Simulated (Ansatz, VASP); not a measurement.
**CaHf in two plane-wave programs**

One calculation is typed for both programs; each brings its own data sets. How far apart do they land? The cell is invented: As first built, before any earlier steps moved the atoms (in the runner's words): it takes the ZrHg structure with all of its atoms replaced by other elements, volume scaled by an estimate. It may not be a known or stable phase. The cell is taken from a series of VASP runs on this material, whose earlier steps may have relaxed, scaled or displaced it; both programs get it as it stands. Other levels of theory on this material are compared in a session of their own. Valence electrons are named where the data sets of a main pair hold unlike numbers.

Program: Ansatz 0.2.0. Level of theory: plane waves, with VASP 6.6.1 beside it; band structure at RPBE, spin-orbit coupling. Results are calculated unless marked as measured.

## 1. The structure

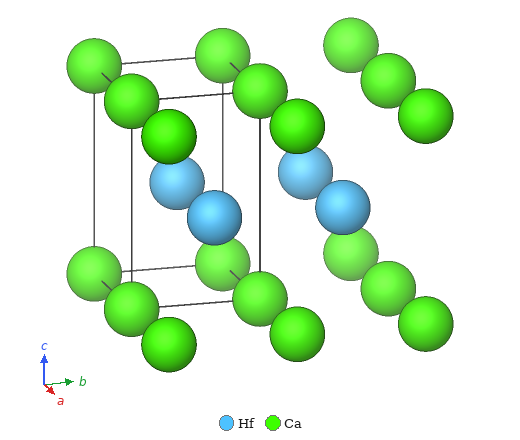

The cell as given, slightly off an axis (hafnium blue, calcium green). 2×2×1 cells are drawn. Some periodic images of atoms are drawn too.

## 2. Ansatz: band structure, RPBE, spin-orbit coupling

Ansatz runs on its fully relativistic PAW (standard-fr) files.

With cell and atoms fixed, the geometry can't cause a difference; cores, projectors, grids and the points listed under the comparison can.

input.yaml

```yaml
crystal:
  lattice:
    - [3.2929099165, 0.0, 0.0]
    - [0.0, 3.2929099165, 0.0]
    - [0.0, 0.0, 5.3264748179]
  atoms:
    - { symbol: Hf, position: [0.5, 0.5, 0.5] }
    - { symbol: Ca, position: [0.0, 0.0, 0.0] }
hamiltonian:
  xc: rpbe
  pseudopotentials: { kind: paw_fr }
magnetization:
  noncollinear: true
  spin_orbit: true
kpoints:
  mp_grid: { grid: [7, 7, 4] }
  band_path:
    path:
      - [0.0, 0.0, 0.0]
      - [0.0, 0.13333, 0.0]
      - [0.0, 0.3, 0.0]
      - [0.0, 0.46667, 0.0]
      - [0.1, 0.5, 0.0]
      - [0.26667, 0.5, 0.0]
      - [0.43333, 0.5, 0.0]
      - [0.43333, 0.43333, 0.0]
      - [0.26667, 0.26667, 0.0]
      - [0.1, 0.1, 0.0]
      - [0.0, 0.0, 0.03333]
      - [0.0, 0.0, 0.2]
      - [0.0, 0.0, 0.36667]
      - [0.0, 0.0, 0.5]
      - [0.0, 0.16667, 0.5]
      - [0.0, 0.3, 0.5]
      - [0.0, 0.46667, 0.5]
      - [0.1, 0.5, 0.5]
      - [0.26667, 0.5, 0.5]
      - [0.43333, 0.5, 0.5]
      - [0.43333, 0.43333, 0.5]
      - [0.26667, 0.26667, 0.5]
      - [0.1, 0.1, 0.5]
      - [0.0, 0.5, 0.03333]
      - [0.0, 0.5, 0.2]
      - [0.0, 0.5, 0.36667]
      - [0.5, 0.5, 0.0]
      - [0.5, 0.5, 0.16667]
      - [0.5, 0.5, 0.33333]
      - [0.5, 0.5, 0.5]
    npoints: 1
scf:
  occupations: { method: methfessel_paxton, width: 0.2 }
  n_extra_bands: 14
output:
  forces: true
  stress: true
  eigenvalues: true
```

Started as:

```
> ansatz run input.yaml --threads 2 --pin off --max-ram 4608MiB --backend cpu --events-out ev --progress --plain --runs-dir out
```

Numbers of over 12 decimals in the logs are rounded to 6 here.

Output:

```text
scf.n_extra_bands = 14 over 36 filled bands (N_el = 36.0): the run solves 50 bands
Engine: ansatz 0.2.0, aarch64-unknown-linux-gnu
Pseudopotentials: kind: paw_fr
Pseudopotential: Hf, paw_fr, valence charge 26, recommended cutoff 420 eV (normal), Hf.paw.azcp#standard-fr
Pseudopotential: Ca, paw_fr, valence charge 10, recommended cutoff 420 eV (normal), Ca.paw.azcp#standard-fr
Functional definition: RPBE
  parameter kappa = 0.804
  parameter beta = 0.066725
  exchange = rpbe_x(kappa = kappa, mu = beta*pi^2/3)
  correlation = pbe_c(beta = beta)
non-collinear run that drives no moment, with spin-orbit: no starting moment large enough to seed its density (crystal.atoms[].spin), no starting occupations that ask for one, no magnetisation constraint and no magnetic field, so the semilocal B_xc is pinned to zero
Crystal: 2 atoms, lattice volume = 57.756 Å³
Basis set: ecut = 420 eV, 1137 PW (Γ), exchange–correlation on 48×48×72 points (8 copies of the dense FFT grid, shifted against one another)
Bands: 50, of which v1, the nominal top of the filled ones, is band 36 counted from 1 (35 counted from 0)
Symmetry: 16 space group operations + 16 with time reversal
Magnetic group: BNS 123.340 (UNI 1000), of the structure as read, at distance tolerance 3.9e-5 Å
k-points: 30 of 196
Projection manifold: j_resolved (fully-relativistic pseudo-atomic orbitals)
Non-local potential: Hf, projectors of the file, l = 0: 3, l = 1: 4, l = 2: 4, l = 3: 6
Non-local potential: Ca, projectors of the file, l = 0: 3, l = 1: 4, l = 2: 4
PAW form: soft (Blöchl's): semilocal exchange-correlation on the pseudo side does not see the compensation charge
PAW frozen core: Hf, regenerated for the run's functional, and the local potential with it (the file was generated under x = pbe(κ = 0.804, μ = 0.219515), c = pbe(β = 0.066725))
PAW frozen core: Ca, regenerated for the run's functional, and the local potential with it (the file was generated under x = pbe(κ = 0.804, μ = 0.219515), c = pbe(β = 0.066725))
PAW one-centre angular grid: Hf, 590 points (default); XC on 64 Gauss nodes
PAW one-centre angular grid: Ca, 110 points (default); XC on 64 Gauss nodes
Initial density: superposition of atomic densities (chi_scale 0.1, normalization cell, long waves kept (reshape's long-wave potential 0.00 eV rms))
Initial wavefunctions: pseudopotential atomic-orbital guess
Functional: x = rpbe, c = pbe(β = 0.066725)
SCF iter   1: F=—  HF=-17573.374272 eV  |F-HF|=—  |Δ(HF+E_count)|=         —  Δρ=4.93e-2  dr2=5.25e0  dr2_m=0.00e0 (ungated)  ethr=3.10e-3  |M|=0.00e0 ∫|m|=0.00e0 μB  |m|>n=0.0e0 m-floor=0.0e0 τ_xc=0.0e0  β_m=0.30  ⟨swp⟩=10.1  Hψ=3881  notcnv=0
preconditioner: auto → Kerker (q_TF=auto, 2.522 Å⁻¹)  [metal: Δε(μ)=0.067 eV  Ē_g=13.685 eV  σ=0.200 eV  W_gap=0.28  n_scr=16 (ndim 8)  ℏωp=24.9 eV  f_vac=0.000  D(μ)=3.59/eV (n_scr^D=36)]
spin=Noncollinear: Kerker preconditioning applied to the charge; magnetization (m_x, m_y, m_z) channels mix plain (no charge-response kernel on spin).
SCF iter   2: F=—  HF=-17572.810945 eV  |F-HF|=—  |Δ(HF+E_count)|=   5.63e-1  S|Δr|=    0.00e0  Δρ=3.10e-2  dr2=1.96e0  dr2_m=0.00e0 (ungated)  ethr=3.10e-3  |M|=0.00e0 ∫|m|=0.00e0 μB  |m|>n=0.0e0 m-floor=0.0e0 τ_xc=0.0e0  β_m=0.52  ⟨swp⟩=2.1  Hψ=1017  notcnv=0  defer=130
SCF iter   3: F=—  HF=-17572.470294 eV  |F-HF|=—  |Δ(HF+E_count)|=   3.41e-1  S|Δr|=    0.00e0  Δρ=8.99e-3  dr2=7.16e-2  dr2_m=0.00e0 (ungated)  ethr=3.10e-3  |M|=0.00e0 ∫|m|=0.00e0 μB  |m|>n=0.0e0 m-floor=0.0e0 τ_xc=0.0e0  β_m=0.50  ⟨swp⟩=2.7  Hψ=982  notcnv=0  defer=128
SCF iter   4: F=—  HF=-17572.460358 eV  |F-HF|=—  |Δ(HF+E_count)|=   9.94e-3  S|Δr|=    0.00e0  Δρ=5.17e-3  dr2=2.20e-2  dr2_m=0.00e0 (ungated)  ethr=1.99e-4  |M|=0.00e0 ∫|m|=0.00e0 μB  |m|>n=0.0e0 m-floor=0.0e0 τ_xc=0.0e0  β_m=0.70  ⟨swp⟩=2.0  Hψ=1329  notcnv=0  defer=124
SCF iter   5: F=—  HF=-17572.462688 eV  |F-HF|=—  |Δ(HF+E_count)|=   2.33e-3  S|Δr|=    0.00e0  Δρ=1.71e-3  dr2=3.15e-3  dr2_m=0.00e0 (ungated)  ethr=6.11e-5  |M|=0.00e0 ∫|m|=0.00e0 μB  |m|>n=0.0e0 m-floor=0.0e0 τ_xc=0.0e0  β_m=0.74  ⟨swp⟩=2.0  Hψ=1180  notcnv=0  defer=124
SCF iter   6: F=—  HF=-17572.461983 eV  |F-HF|=—  |Δ(HF+E_count)|=   7.06e-4  S|Δr|=    0.00e0  Δρ=4.70e-4  dr2=2.86e-4  dr2_m=0.00e0 (ungated)  ethr=8.74e-6  |M|=0.00e0 ∫|m|=0.00e0 μB  |m|>n=0.0e0 m-floor=0.0e0 τ_xc=0.0e0  β_m=0.87  ⟨swp⟩=2.1  Hψ=1121  notcnv=0  defer=124
SCF iter   7: F=—  HF=-17572.461982 eV  |F-HF|=—  |Δ(HF+E_count)|=   4.88e-7  S|Δr|=    0.00e0  Δρ=1.79e-4  dr2=3.27e-5  dr2_m=0.00e0 (ungated)  ethr=7.93e-7  |M|=0.00e0 ∫|m|=0.00e0 μB  |m|>n=0.0e0 m-floor=0.0e0 τ_xc=0.0e0  β_m=0.94  ⟨swp⟩=2.0  Hψ=1202  notcnv=0  defer=124
SCF iter   8: F=—  HF=-17572.461975 eV  |F-HF|=—  |Δ(HF+E_count)|=   7.63e-6  S|Δr|=    0.00e0  Δρ=5.36e-5  dr2=2.55e-6  dr2_m=0.00e0 (ungated)  ethr=9.10e-8  |M|=0.00e0 ∫|m|=0.00e0 μB  |m|>n=0.0e0 m-floor=0.0e0 τ_xc=0.0e0  β_m=0.97  ⟨swp⟩=2.0  Hψ=1004  notcnv=0  defer=124
SCF iter   9: F=—  HF=-17572.461974 eV  |F-HF|=—  |Δ(HF+E_count)|=   3.30e-7  S|Δr|=    0.00e0  Δρ=1.30e-5  dr2=1.28e-7  dr2_m=0.00e0 (ungated)  ethr=7.07e-9  |M|=0.00e0 ∫|m|=0.00e0 μB  |m|>n=0.0e0 m-floor=0.0e0 τ_xc=0.0e0  β_m=0.98  ⟨swp⟩=2.2  Hψ=1196  notcnv=0  defer=124
SCF iter  10: F=-17572.461974 eV  HF=-17572.461974 eV  |F-HF|=9.97e-10  |Δ(HF+E_count)|=  2.55e-10  S|Δr|=    0.00e0  Δρ=3.16e-6  dr2=5.32e-9  dr2_m=0.00e0 (ungated)  ethr=2.78e-10  |M|=0.00e0 ∫|m|=0.00e0 μB  |m|>n=0.0e0 m-floor=0.0e0 τ_xc=0.0e0  ⟨swp⟩=10.8  Hψ=3200  notcnv=0
SCF 1 converged in 10 iterations: F = -17572.461974 eV  dr2 = 5.32e-9
  greatest PAW one-centre occupation: 0.999 electrons in one spin orbital (limit 2), on the Hf atom at site 0 (counted from 0), in its partial waves of l = 0
NSCF: frozen V_eff on 30 k-points
SCF converged after 10 iterations
Stability not checked: this state was not tested for a lower state beside it, because cold or Methfessel-Paxton smearing, or corrected tetrahedra, fill the levels in a way that the test cannot read (fill_not_monotonic; see scf.lower_state_search)
Magnetization: |M| = 0.0000 μB,  M = (+0.0000, +0.0000, +0.0000) μB
Absolute magnetization: 0.0000 μB (∫|m|)
  site 0: m = (+0.0000, +0.0000, +0.0000) μB, |m| = 0.0000 μB  (R = 1.36 Å)
  site 1: m = (+0.0000, +0.0000, +0.0000) μB, |m| = 0.0000 μB  (R = 1.36 Å)
Free energy (F): -17572.461974 eV
Harris-Foulkes:  -17572.461974 eV  (|F-HF|=9.97e-10)
Internal energy: -17572.457298 eV  (E = F + TS)
E sigma→0 (E₀):  -17572.460805 eV
Entropy (-TS):   -0.004676 eV (-2.338 meV/atom)
Fermi energy:    11.347559 eV
Step filling:    the computed levels leave a gap of 0.0261 eV = 0.1 smearing widths at the electron count; against every level under it full and every level over it empty, smearing changes F+E_penalty+E_count by -1.211 meV and its σ→0 estimate by -0.042 meV
--- Per-component energies (eV) ---
  E_band       = -295.840489
  E_kinetic    = 699.636441
  E_local      = -7410.418271  (includes V_loc(G=0)·N_el)
  E_nonlocal   = -1184.981572
  E_hartree    = 3336.241332
  E_xc         = -435.967901
  E_vxc        = -434.522162  (∫ρ·V_xc dr)
  E_paw        = -7819.260182  (= ΣΔE_a)
  E_vpaw       = 1361.960406  (= ΣTr[D̂ρ^β])
  E_aug_tail   = -0.000008  (compensation charges beyond the density's cutoff)
  E_ewald      = -4757.474126
  E_core_change = -0.233012  (= ΣΔE_core)
  E_smearing   = -0.004676  (= −TS)
  E_closure    = 0.000000  (closes the sum)
  Σ components = -17572.461974   (vs F -17572.461974, Δ=0.00e0)
--- Forces (eV/Å), atoms counted from 1 ---
  atom   1  Hf    -0.00000000     0.00000000     0.00000000
  atom   2  Ca    -0.00000000     0.00000000     0.00000000
  max |Σ_I F_I| component: 3.19e-29 eV/Å
--- Stress (GPa, compression-positive) ---
        0.012108       0.000000       0.000000
        0.000000       0.012108       0.000000
        0.000000       0.000000       0.297734
  P = ⅓ Tr σ = 0.1073 GPa (1.073 kbar)
--- Band table (eV; the first three rows and the last of 30) ---
  k-point 0: bands = [... 32 lower, 9.5777, 9.5777, 10.6417, 10.6417, 12.1428, 12.1428, 13.5548, 13.5548, ... 10 higher]
  k-point 1: bands = [... 32 lower, 9.1597, 9.1597, 10.7329, 10.7329, 11.8953, 11.8953, 13.3369, 13.3369, ... 10 higher]
  k-point 2: bands = [... 32 lower, 8.4225, 8.4225, 10.8373, 10.8373, 11.9251, 11.9251, 13.1104, 13.1104, ... 10 higher]
  k-point 29: bands = [... 32 lower, 11.0105, 11.0105, 11.4164, 11.4164, 11.5311, 11.5311, 11.8102, 11.8102, ... 10 higher]
```

Wall time 15 s (2 threads of Arm Neoverse V2, shared host); peak memory 0.54 GiB.

The column dr2 measures how far the density is from self-consistency, as an energy; F and HF (Harris–Foulkes) agree once it is small.

(Continued in part 2 of 2.)

[Lines on the potential files, build, host, timing and source positions are cut from VASP's logs without a mark.]

[Logs are printed without paths, hosts, clocks, repeated set-up lines and the standing remarks that a program may print on its own settings, such as how far it seeks lower states.]

[Hosts, paths, dates, database ids (printed as entryN), source tags and the programs' standing remarks are cut or masked in the printed files.]
